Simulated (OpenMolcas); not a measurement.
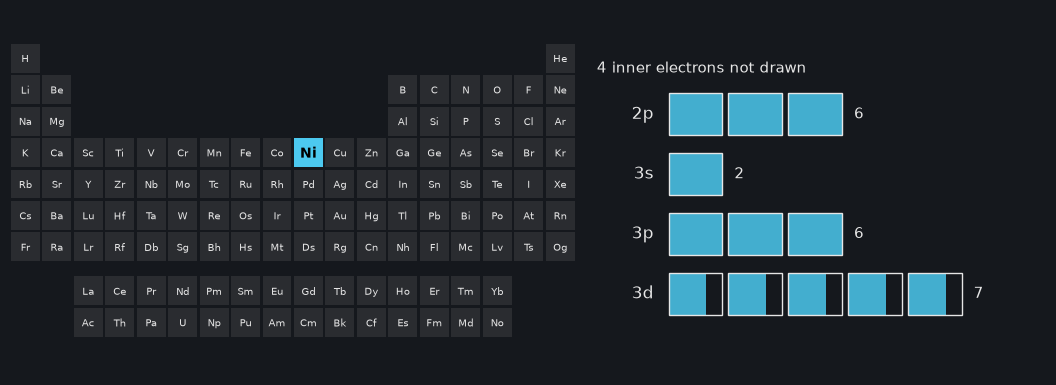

Fig. 1: Left, the place of nickel in the periodic table; right, the outer shells of the leading configuration of the lowest level: a box for each of the 2l + 1 orbitals, shaded by the share of the shell that is filled, with the electron count at the right.

# Multiconfigurational calculation for Ni³⁺

Ni³⁺, among 4 point charges of −1 e at 1.8 Å, tetrahedron (Td), whose field is part of the energies. Computed at this level: state-averaged CASSCF, active space 7 electrons in the shell 3d, basis ANO-RCC-VTZP, DKH2 scalar Hamiltonian, spin-orbit coupling by RASSI with atomic mean-field integrals (OpenMolcas).

Results in brief:

```tsv
quantity	value
outcome	converged
energy of the lowest spin-free term	−1520.54668 hartree
energy of the lowest spin-orbit level	−1520.54993 hartree
largest spread among components of a term	0.0 cm⁻¹
hardware	1 thread of Arm Neoverse V1, 24 GiB of memory available, shared host
wall time	11 s
```

Remarks:

Without dynamic correlation the splittings between terms come out too large, often by 20 to 50 %. Caveats: point charges lack covalency, field too small at true ligand charges.

Input:
```
&GATEWAY
Coord
1

Ni 0.0 0.0 0.0
Basis=ANO-RCC-VTZP
Group=NoSym
NoMove
AngMom=0.0 0.0 0.0
AMFI
XField
4 Angstrom 0
1.039230 1.039230 1.039230 -1.000000
1.039230 -1.039230 -1.039230 -1.000000
-1.039230 1.039230 -1.039230 -1.000000
-1.039230 -1.039230 1.039230 -1.000000
&SEWARD
&RASSCF
FileOrb=start.orb
Symmetry=1
Spin=4
nActEl=7 0 0
Inactive=9
Ras2=5
CIRoot=10 10 1
SDav=10
CIMx=300
Iter=120 100
PrWF=0.3
OrbListing=Nothing
MaxOrb=0
>>> COPY $Project.JobIph JOB001
&RASSCF
FileOrb=start.orb
Symmetry=1
Spin=2
nActEl=7 0 0
Inactive=9
Ras2=5
CIRoot=40 40 1
SDav=40
CIMx=300
Iter=120 100
PrWF=0.3
OrbListing=Nothing
MaxOrb=0
>>> COPY $Project.JobIph JOB002
&RASSI
NrOfJobIphs=2 10 40
1 2 3 4 5 6 7 8 9 10
1 2 3 4 5 6 7 8 9 10 11 12 13 14 15 16 17 18 19 20 21 22 23 24 25 26 27
28 29 30 31 32 33 34 35 36 37 38 39 40
IphNames
JOB001
JOB002
EJob
SpinOrbit
DIPRint=1.0
SOCoupling=1000.0
Subsets=2
Property=9
'ANGMOM' 1 'ANGMOM' 2 'ANGMOM' 3 'MLTPL  1' 1 'MLTPL  1' 2 'MLTPL  1' 3
'AMFI' 1 'AMFI' 2 'AMFI' 3
SOProperty=3
'ANGMOM' 1 'ANGMOM' 2 'ANGMOM' 3
```

The file start.orb holds starting orbitals from an earlier step. A driver script formed the levels outside the program, from RASSI's spin-orbit matrix and the active-space energies, averaged over the components of each term or state.

Command:
```bash
OMP_NUM_THREADS=1 MOLCAS_MEM=1689 MOLCAS_PROJECT=a pymolcas a.inp > a.log  # once for each step of the input, in one work folder
```

Output (extracts):
```
--- SEWARD ---
Basis set label: NI.ANO-RCC...6S5P3D2F1G.

      Electronic valence basis set:
      ------------------
      Associated Effective Charge  28.000000 au
      Associated Actual Charge     28.000000 au
      Nuclear Model: Point charge

      Shell  nPrim  nBasis  Cartesian Spherical Contaminant
         s      21       6        X
         p      15       5        X
         d      10       3                 X
         f       6       2                 X
         g       4       1                 X
                  Relativistic Douglas-Kroll-Hess integrals:
                    - DKH order of Hamiltonian: 2
                    - DKH order of Properties : 0
                  Atomic mean-field integrals
--- RASSCF ---
Wave function specifications:
      -----------------------------

      Number of closed shell electrons          18
      Number of electrons in active shells       7
      Max number of holes in RAS1 space          0
      Max nr of electrons in RAS3 space          0
      Number of inactive orbitals                9
      Number of active orbitals                  5
      Number of secondary orbitals              45
      Spin quantum number                      1.5
      State symmetry                             1
Orbital specifications:
      -----------------------

      Symmetry species                           1
                                                 a
      Frozen orbitals                            0
      Inactive orbitals                          9
      Active orbitals                            5
      RAS1 orbitals                              0
      RAS2 orbitals                              5
      RAS3 orbitals                              0
      Secondary orbitals                        45
      Deleted orbitals                           0
      Number of basis functions                 59
      Number of CSFs                            10
      Number of root(s) required                10
      Iter CI   SX   CI       RASSCF       Energy    max ROT     max BLB   max BLB  Level Ln srch  Step   QN
          iter iter root      energy       change     param      element    value   shift minimum  type update
 Nr of preliminary CI iterations:   1
      Total energies have been shifted. Add                -1000.00 au
        1   1   10    0  -520.05747589    0.00E+00  -1.67E-01*  13  30 1  6.29E-01*  0.00   0.00    SX    NO
        2   1   13    0  -520.41879961   -3.61E-01*  5.17E-02    8  22 1  4.08E-01*  0.00   0.00    SX    NO
        3   1   12    0  -520.47300821   -5.42E-02* -5.20E-02    7  21 1 -2.23E-01*  0.00   0.00    SX    NO
        4   1   12    0  -520.49336015   -2.04E-02*  3.67E-02    9  23 1  1.66E-01*  0.00   0.00    SX    NO
        5   1   12    0  -520.50212749   -8.77E-03*  1.45E-02    9  23 1 -1.19E-01*  0.00   0.58    LS   YES
        6   1   10    0  -520.51279756   -1.07E-02*  1.85E-03   12  29 1  7.07E-03*  0.00   1.07    QN   YES
        7   1    8    0  -520.51285980   -6.22E-05*  4.08E-05    9  23 1  4.03E-04*  0.00   0.98    QN   YES
        8   1    7    0  -520.51285991   -1.09E-07* -4.56E-06    7  21 1  5.32E-05   0.00   1.08    QN   YES
        9   1    4    0  -520.51285991   -1.78E-09  -6.91E-07   14  31 1  2.05E-06   0.00   1.05    QN   YES
      Convergence after  9 iterations
       10   1    4    0  -520.51285991   -1.64E-11  -6.91E-07    7  21 1 -2.36E-07   0.00   1.05    QN   YES
      Natural orbitals and occupation numbers for root  1
      sym 1:   1.000000   1.000000   2.000000   1.000000   2.000000
      Natural orbitals and occupation numbers for root  2
      sym 1:   1.816201   1.183799   1.816201   1.000000   1.183799
      Natural orbitals and occupation numbers for root  3
      sym 1:   1.000000   1.090637   1.090637   1.909363   1.909363
::    RASSCF root number  1 Total energy:  -1520.54668432
::    RASSCF root number  2 Total energy:  -1520.54297058
::    RASSCF root number  3 Total energy:  -1520.54297058
::    RASSCF root number  4 Total energy:  -1520.54297058
::    RASSCF root number  5 Total energy:  -1520.54001031
::    RASSCF root number  6 Total energy:  -1520.54001031
::    RASSCF root number  7 Total energy:  -1520.54001031
::    RASSCF root number  8 Total energy:  -1520.44432405
::    RASSCF root number  9 Total energy:  -1520.44432405
::    RASSCF root number 10 Total energy:  -1520.44432405
--- RASSCF ---
Wave function specifications:
      -----------------------------

      Number of closed shell electrons          18
      Number of electrons in active shells       7
      Max number of holes in RAS1 space          0
      Max nr of electrons in RAS3 space          0
      Number of inactive orbitals                9
      Number of active orbitals                  5
      Number of secondary orbitals              45
      Spin quantum number                      0.5
      State symmetry                             1
Orbital specifications:
      -----------------------

      Symmetry species                           1
                                                 a
      Frozen orbitals                            0
      Inactive orbitals                          9
      Active orbitals                            5
      RAS1 orbitals                              0
      RAS2 orbitals                              5
      RAS3 orbitals                              0
      Secondary orbitals                        45
      Deleted orbitals                           0
      Number of basis functions                 59
      Number of CSFs                            40
      Number of root(s) required                40
      Iter CI   SX   CI       RASSCF       Energy    max ROT     max BLB   max BLB  Level Ln srch  Step   QN
          iter iter root      energy       change     param      element    value   shift minimum  type update
 Nr of preliminary CI iterations:   1
      Total energies have been shifted. Add                -1000.00 au
        1   1   10    0  -520.37061442    0.00E+00   5.95E-03   11  28 1 -1.59E-02*  0.00   0.00    SX    NO
        2   1   10    0  -520.37087707   -2.63E-04* -2.40E-03    7  21 1 -1.31E-02*  0.00   0.00    SX    NO
        3   1   10    0  -520.37091987   -4.28E-05* -1.93E-03    7  21 1  8.02E-03*  0.00   0.00    SX    NO
        4   1   10    0  -520.37094250   -2.26E-05* -1.43E-03    7  21 1 -6.34E-03*  0.00   0.00    SX    NO
        5   1    9    0  -520.37095540   -1.29E-05* -6.13E-04    7  21 1  4.74E-03*  0.00   0.57    LS   YES
        6   1    5    0  -520.37097236   -1.70E-05*  3.46E-06   11  33 1  1.91E-05   0.00   1.00    QN   YES
        7   1    4    0  -520.37097236   -7.41E-10   4.66E-07    6  17 1  4.96E-06   0.00   1.14    QN   YES
      Convergence after  7 iterations
        8   1    4    0  -520.37097236   -1.77E-11   4.66E-07    7  21 1 -1.95E-07   0.00   1.14    QN   YES
      Natural orbitals and occupation numbers for root  1
      sym 1:   1.284522   1.221963   1.498810   1.357483   1.637221
      Natural orbitals and occupation numbers for root  2
      sym 1:   1.291457   1.218496   1.637221   1.354016   1.498810
      Natural orbitals and occupation numbers for root  3
      sym 1:   1.333333   1.333333   1.500000   1.333333   1.500000
::    RASSCF root number  1 Total energy:  -1520.44376661
::    RASSCF root number  2 Total energy:  -1520.44376661
::    RASSCF root number  3 Total energy:  -1520.44371214
::    RASSCF root number  4 Total energy:  -1520.44367520
::    RASSCF root number  5 Total energy:  -1520.44367520
::    RASSCF root number  6 Total energy:  -1520.44367520
::    RASSCF root number  7 Total energy:  -1520.44271019
::    RASSCF root number  8 Total energy:  -1520.44271019
::    RASSCF root number  9 Total energy:  -1520.44271019
::    RASSCF root number 10 Total energy:  -1520.41278846
::    RASSCF root number 11 Total energy:  -1520.41278846
::    RASSCF root number 12 Total energy:  -1520.41278846
::    RASSCF root number 13 Total energy:  -1520.41138532
::    RASSCF root number 14 Total energy:  -1520.41138532
::    RASSCF root number 15 Total energy:  -1520.41138532
::    RASSCF root number 16 Total energy:  -1520.40977325
::    RASSCF root number 17 Total energy:  -1520.40977325
::    RASSCF root number 18 Total energy:  -1520.40969532
::    RASSCF root number 19 Total energy:  -1520.40969532
::    RASSCF root number 20 Total energy:  -1520.40969532
::    RASSCF root number 21 Total energy:  -1520.40933567
::    RASSCF root number 22 Total energy:  -1520.40933567
::    RASSCF root number 23 Total energy:  -1520.40933567
::    RASSCF root number 24 Total energy:  -1520.39925299
::    RASSCF root number 25 Total energy:  -1520.39925299
::    RASSCF root number 26 Total energy:  -1520.39925299
::    RASSCF root number 27 Total energy:  -1520.39830579
::    RASSCF root number 28 Total energy:  -1520.39830579
::    RASSCF root number 29 Total energy:  -1520.31382873
::    RASSCF root number 30 Total energy:  -1520.31337107
--- RASSI ---
SPIN-FREE ENERGIES:
  (Shifted by EMIN (a.u.) =      -1520.5466843183)

 SF State       Relative EMIN(au)   Rel lowest level(eV)    D:o, cm**(-1)      L_eff

     1             0.0000000000        0.0000000000              0.0000         3.0
     2             0.0037137414        0.1010560522            815.0720         3.0
     3             0.0037137414        0.1010560522            815.0720         3.0
     4             0.0037137414        0.1010560522            815.0720         3.0
     5             0.0066740117        0.1816091098           1464.7763         3.0
     6             0.0066740117        0.1816091098           1464.7763         3.0
     7             0.0066740117        0.1816091098           1464.7763         3.0
     8             0.1023602649        2.7853647036          22465.4814         1.0
     9             0.1023602649        2.7853647036          22465.4814         1.0
    10             0.1023602649        2.7853647036          22465.4814         1.0
    11             0.1029177096        2.8005335485          22587.8264         4.0
    12             0.1029177096        2.8005335485          22587.8264         4.0
    13             0.1029721797        2.8020157536          22599.7812         4.0
    14             0.1030091198        2.8030209463          22607.8886         4.0
    15             0.1030091198        2.8030209463          22607.8886         4.0
    16             0.1030091198        2.8030209463          22607.8886         4.0
    17             0.1039741256        2.8292800909          22819.6829         4.0
    18             0.1039741256        2.8292800909          22819.6829         4.0
    19             0.1039741256        2.8292800909          22819.6829         4.0
    20             0.1338958545        3.6434918123          29386.7433         4.0
    21             0.1338958545        3.6434918123          29386.7433         4.0
    22             0.1338958545        3.6434918123          29386.7433         4.0
    23             0.1352990017        3.6816733939          29694.6985         5.0
    24             0.1352990017        3.6816733939          29694.6985         5.0
    25             0.1352990017        3.6816733939          29694.6985         5.0
    26             0.1369110727        3.7255400793          30048.5072         5.0
    27             0.1369110727        3.7255400793          30048.5072         5.0
    28             0.1369889933        3.7276604082          30065.6088         4.3
    29             0.1369889933        3.7276604082          30065.6088         4.3
    30             0.1369889933        3.7276604082          30065.6088         4.3
    31             0.1373486512        3.7374471994          30144.5446         3.9
    32             0.1373486512        3.7374471994          30144.5446         3.9
    33             0.1373486512        3.7374471994          30144.5446         3.9
    34             0.1474313245        4.0118107164          32357.4356         2.1
    35             0.1474313245        4.0118107164          32357.4356         2.1
    36             0.1474313245        4.0118107164          32357.4356         2.1
    37             0.1483785252        4.0375853589          32565.3221         2.1
    38             0.1483785252        4.0375853589          32565.3221         2.1
    39             0.2328555894        6.3363233841          51105.8947         3.0
    40             0.2333132469        6.3487768781          51206.3389         3.0
Eigenvalues of complex Hamiltonian:
   -----------------------------------
  (Shifted by EMIN (a.u.) =      -1520.5466843183)

 SO State       Relative EMIN(au)   Rel lowest level(eV)    D:o, cm**(-1)     J-value

     1            -0.0032505272        0.0000000000              0.0000         3.8
     2            -0.0032505272        0.0000000000              0.0000         3.6
     3            -0.0032505272        0.0000000000              0.0000         3.4
     4            -0.0032505272        0.0000000000              0.0000         3.2
     5            -0.0003803276        0.0781021097            629.9360         3.1
     6            -0.0003803276        0.0781021097            629.9360         3.1
     7            -0.0003803276        0.0781021097            629.9360         3.9
     8            -0.0003803276        0.0781021097            629.9360         4.0
     9             0.0005342943        0.1029902401            830.6723         3.5
    10             0.0005342943        0.1029902401            830.6723         3.5
    11             0.0042753758        0.2047902546           1651.7448         2.6
    12             0.0042753758        0.2047902546           1651.7448         2.9
    13             0.0042753758        0.2047902546           1651.7448         2.5
    14             0.0042753758        0.2047902546           1651.7448         2.9
    15             0.0042915628        0.2052307233           1655.2974         2.7
    16             0.0042915628        0.2052307233           1655.2974         2.7
    17             0.0044587937        0.2097813090           1692.0004         2.9
    18             0.0044587937        0.2097813090           1692.0004         2.9
    19             0.0079195069        0.3039521131           2451.5391         2.1
    20             0.0079195069        0.3039521131           2451.5391         2.2
    21             0.0079195069        0.3039521131           2451.5391         1.8
    22             0.0079195069        0.3039521131           2451.5391         2.3
    23             0.0097433473        0.3535813371           2851.8258         2.0
    24             0.0097433473        0.3535813371           2851.8258         2.0
    25             0.0116137732        0.4044782196           3262.3369         1.1
    26             0.0116137732        0.4044782196           3262.3369         1.6
    27             0.0116137732        0.4044782196           3262.3369         1.6
    28             0.0116137732        0.4044782196           3262.3369         1.0
    29             0.1001212101        2.8128882712          22687.4739         3.6
    30             0.1001212101        2.8128882712          22687.4739         3.6
    31             0.1003035626        2.8178503367          22727.4957         3.2
    32             0.1003035626        2.8178503367          22727.4957         3.4
    33             0.1003035626        2.8178503367          22727.4957         3.4
    34             0.1003035626        2.8178503367          22727.4957         3.3
    35             0.1004764912        2.8225559624          22765.4491         2.0
    36             0.1004764912        2.8225559624          22765.4491         2.0
    37             0.1005013620        2.8232327306          22770.9076         2.1
    38             0.1005013620        2.8232327306          22770.9076         2.5
    39             0.1005013620        2.8232327306          22770.9076         2.5
    40             0.1005013620        2.8232327306          22770.9076         2.1
    41             0.1016156989        2.8535553837          23015.4763         3.7
Weights of the five most important spin-orbit-free states for each spin-orbit state.

 SO State  Total energy (au)           Spin-free states, spin, and weights
 -------------------------------------------------------------------------------------------------------
    1        -0.003251       1 1.5  0.6475    3 1.5  0.1428    4 1.5  0.1323    2 1.5  0.0429    6 1.5  0.0115
    2        -0.003251       1 1.5  0.6475    4 1.5  0.1184    2 1.5  0.1060    3 1.5  0.0937    6 1.5  0.0110
    3        -0.003251       1 1.5  0.6475    2 1.5  0.1364    3 1.5  0.0936    4 1.5  0.0880    7 1.5  0.0115
    4        -0.003251       1 1.5  0.6475    2 1.5  0.1387    3 1.5  0.0939    4 1.5  0.0854    5 1.5  0.0110
    5        -0.000380       4 1.5  0.2909    3 1.5  0.2156    2 1.5  0.1655    7 1.5  0.1276    6 1.5  0.1057
    6        -0.000380       4 1.5  0.2876    3 1.5  0.2292    2 1.5  0.1552    7 1.5  0.1332    6 1.5  0.0957
    7        -0.000380       2 1.5  0.2821    3 1.5  0.2357    4 1.5  0.1541    5 1.5  0.1210    6 1.5  0.1200
    8        -0.000380       2 1.5  0.2932    3 1.5  0.2154    4 1.5  0.1633    5 1.5  0.1252    6 1.5  0.1103
    9         0.000534       5 1.5  0.1883    7 1.5  0.1883    6 1.5  0.1883    4 1.5  0.1442    3 1.5  0.1442
   10         0.000534       5 1.5  0.1883    7 1.5  0.1883    6 1.5  0.1883    4 1.5  0.1442    3 1.5  0.1442
   11         0.004275       1 1.5  0.2559    7 1.5  0.2173    5 1.5  0.1530    4 1.5  0.1072    2 1.5  0.0914
   12         0.004275       1 1.5  0.2559    6 1.5  0.1738    7 1.5  0.1632    5 1.5  0.1245    4 1.5  0.1117
```

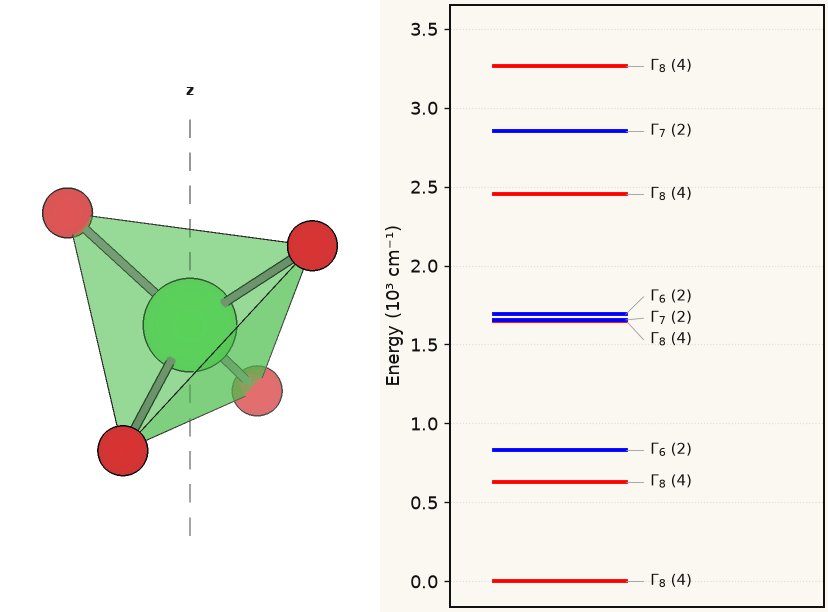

Fig. 2: Ni³⁺ (3d⁷) among 4 point charges of −1 e at 1.8 Å, arranged as: tetrahedron (Td), with its levels. Labels give the representation in O, Td, D4 or D3 as the site allows (double group for half-integer spin) where it could be assigned and, in brackets, the degeneracy; spin-free states, where drawn, share the zero of the spin-orbit levels. The ground level is Γ₈, 4-fold degenerate, 100 % from states of spin multiplicity 4. The next level lies at 630 cm⁻¹ (Γ₈).
